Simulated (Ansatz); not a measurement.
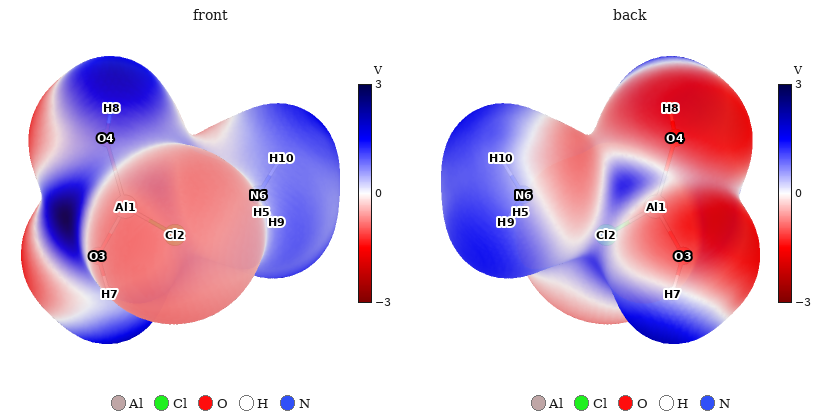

*AlClH2O2···NH3. The molecular electrostatic potential painted on the density surface at 0.001 e/bohr³, seen from the front and from behind; red is negative and blue positive.*

Not at a stationary point (largest force 1.2 eV/Å).

These are results of RHF/def2-SVP (Ansatz 0.2.0), not measurements.

The calculation's input:

```
crystal:
  periodic: [false, false, false]
  atoms:
    - { symbol: Al, position_ang: [-0.0459, -0.5128, 0.5722] }
    - { symbol: Cl, position_ang: [2.3234, 0.3808, -0.0305] }
    - { symbol: O, position_ang: [-0.1971, -2.0279, -0.0162] }
    - { symbol: O, position_ang: [-0.504, 0.0853, 2.0247] }
    - { symbol: H, position_ang: [0.9192, 0.9429, -0.9227] }
    - { symbol: "N", position_ang: [-0.4033, 0.933, -1.0985] }
    - { symbol: H, position_ang: [-0.1924, -2.9192, -0.3288] }
    - { symbol: H, position_ang: [-0.5497, 0.6297, 2.7955] }
    - { symbol: H, position_ang: [-0.6072, 0.6156, -2.033] }
    - { symbol: H, position_ang: [-0.7431, 1.8725, -0.9628] }
basis:
  gaussian: { orbitals: def2-SVP }
hamiltonian:
  xc: hf
relax:
  f_tol: 0.15
  max_steps: 25
  restrain:
    - { distance: [0, 5], at: 3.22, k: 30.0 }
    - { distance: [4, 1], at: 2.63, k: 30.0 }
    - { distance: [0, 1], at: 2.23, k: 30.0 }
    - { distance: [4, 5], at: 1.02, k: 30.0 }
output:
  orbitals: {}
```

Run with:

```sh
ansatz run input.yaml --threads 2 --pin off --max-ram 3072MiB --backend cpu --events-out ev --progress --plain --runs-dir out
```

The fields are those of the run's last geometry, not of the input's.

### Where is the surface potential most negative and most positive?

The most negative region (about −1.7 V) lies over O3 and O4, the most positive (about +2.5 V) over Al1.
